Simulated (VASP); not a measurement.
Band structure of CsPbBr$_{3}$ (cubic perovskite). Computed with PBEsol GGA with spin-orbit coupling, VASP's PBE PAW potentials (set 64) (plane waves; VASP).

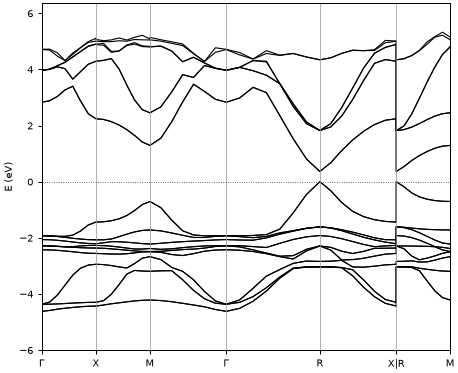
Bands along high-symmetry lines, zero at the valence-band maximum or, without a gap, the Fermi level

Question: Read the plot: is there a gap, and where are the band edges?

Answer: The gap is direct, 0.36 eV, from the valence maximum at R to the conduction minimum at R.

The compound is CsPbBr3 in the cubic perovskite structure, the ideal cubic form; the compound distorts at low or room temperature. It was relaxed first.
